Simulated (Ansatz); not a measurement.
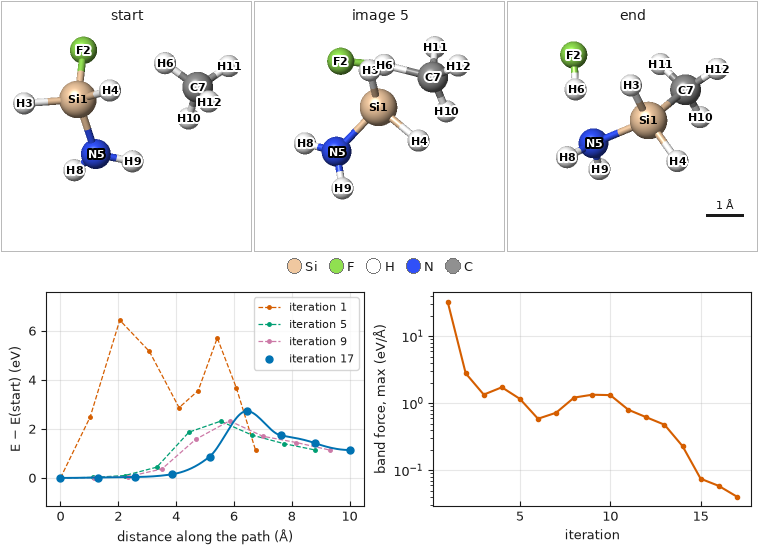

NEB run on CH₈FNSi, made up at the start of SiNH4F and CH4. Images are numbered from 0 (start) to 8 (end). The plot follows the band through its iterations. The picture is a ball-and-stick view, seen at a tilt.

Level of theory: Ansatz 0.2.0, RKS BLYP-D4/def2-SVP. Set-up: 7 movable images; climbing image; force threshold 0.05 eV/Å; iteration limit 60; starting path through a guess of the saddle point.

Judge this run.

Answer. The result is final at these settings. The band converged in 17 iterations. The largest component of the band force went from 33 to 0.041 eV/Å. The climbing image converged on the top of the path. Its vibrational analysis gives one imaginary mode (912i cm⁻¹), as a transition state must have. The first iteration put the highest image at 6.43 eV. The energy climbs by 2.73 eV to image 5 and then falls by 1.59 eV, so the end point sits at +1.14 eV.

Limits of the set-up: the start holds two separate molecules, 2.4 Å apart at their closest, whose relative position is a soft coordinate.

Cost: 2.9 min on 2 threads of Intel(R) Xeon(R) Platinum 8488C (Sapphire Rapids) (shared host), peak memory 0.15 GiB.
